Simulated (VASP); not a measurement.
Band structure of GaAs4B3 (ordered alloy cell). Level of theory: PBEsol GGA, VASP's PBE PAW potentials (set 64) (plane waves; VASP).

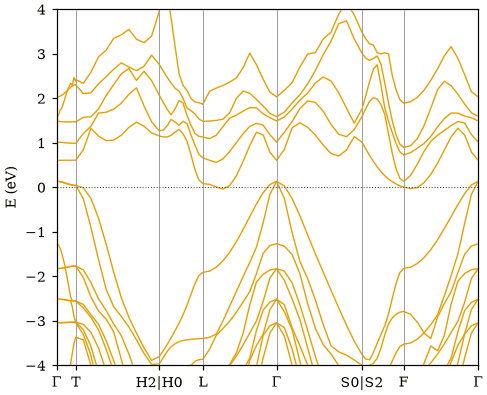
Figure. Bands along high-symmetry lines, zero at the valence-band maximum or, without a gap, the Fermi level

Question: Read the plot: is there a gap, and where are the band edges?

Answer: It has no gap at this level: it comes out as a metal or semimetal. (Edges off the drawn lines would not show.)

The structure was generated: GaAs4B3 was put into an ordered model structure (R3m), which need not be its known phase. It was relaxed first.
